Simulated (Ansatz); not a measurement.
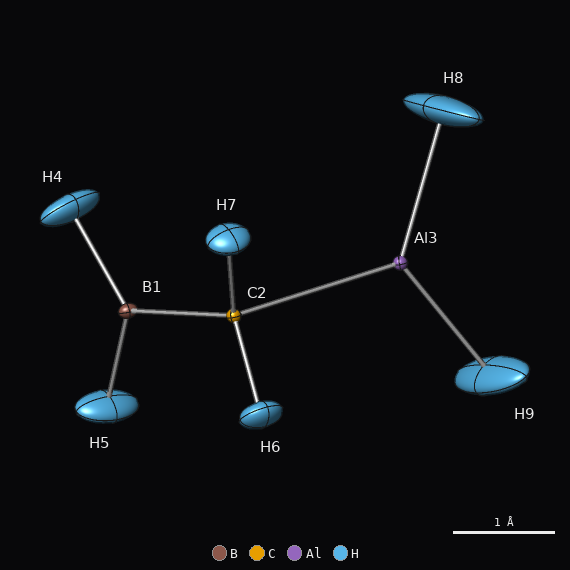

Displacement ellipsoids at the 50 % level, from the internal vibrations of the free molecule (harmonic, no overall translation or rotation; no half-axis is drawn under 0.075 Å). Vibrations computed with RKS PBE0-D4/def2-TZVP (Ansatz 0.2.0). Temperature: 0 K (zero-point motion alone).

List U_eq and the three principal root-mean-square amplitudes for each kind of atom.

```tsv
atom	U_eq (Å²)	rms amplitudes (Å)
B1	0.0021	0.026, 0.037, 0.064
C2	0.0020	0.033, 0.049, 0.051
Al3	0.00047	0.013, 0.016, 0.031
H4, H5	0.0258	0.085, 0.137, 0.227
H6, H7	0.0157	0.082, 0.132, 0.151
H8, H9	0.0625	0.093, 0.164, 0.390
```
